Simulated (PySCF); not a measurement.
C₃H₁₂N, charge +1, SMILES `[NH4+].CCC`.

Computed with PySCF, CAM-B3LYP/def2-SVP, geometry: GFN2-xTB. The pair's geometry is semi-empirical, so its contact may be too short or too long. Without diffuse functions Rydberg states are missing, so the states' numbers hold for this basis only.

Coordinates in Å:

```
N1       2.4244   -0.3846   -0.0313
H2       3.1088   -0.1087   -0.7456
H3       2.2295   -1.3896   -0.1167
H4       1.5324    0.1575   -0.1634
H5       2.8099   -0.1918    0.9009
C6      -1.8361   -0.7911   -0.2767
C7      -0.9296    0.0672    0.5971
C8      -0.2823    1.1931   -0.2126
H9      -1.2781   -1.2567   -1.0876
H10     -2.6240   -0.1842   -0.7131
H11     -2.3011   -1.5754    0.3129
H12     -1.5219    0.5092    1.3981
H13     -0.1776   -0.5704    1.0755
H14      0.4265    1.7737    0.3794
H15     -1.0567    1.8888   -0.5293
H16      0.1695    0.8239   -1.1387
```

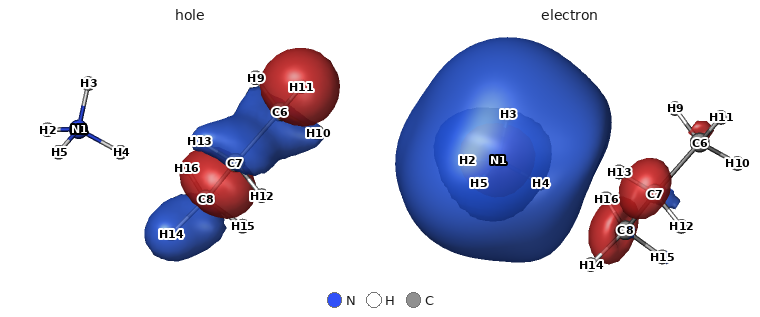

Leading natural transition orbital pair of S₂ (TDA singlet states); the surfaces enclose about 78 % of each orbital's density.

### Characterise the state.

8.20 eV (151 nm), f = 0.008, charge transfer; the leading pair carries 100 %; hole on C6 (24 %), C8 (22 %) and C7 (21 %), electron on H3 (20 %), N1 (20 %) and H5 (16 %); their centroids lie 3.2 Å apart; S₃ lies within 0.1 eV of it. In canonical orbitals it is mainly HOMO−1 → LUMO (87 %). The HOMO–LUMO gap is 10.43 eV.

The PySCF run took 5.9 min on 1 thread of Arm Neoverse V1, on a shared host, peak memory 0.68 GiB.
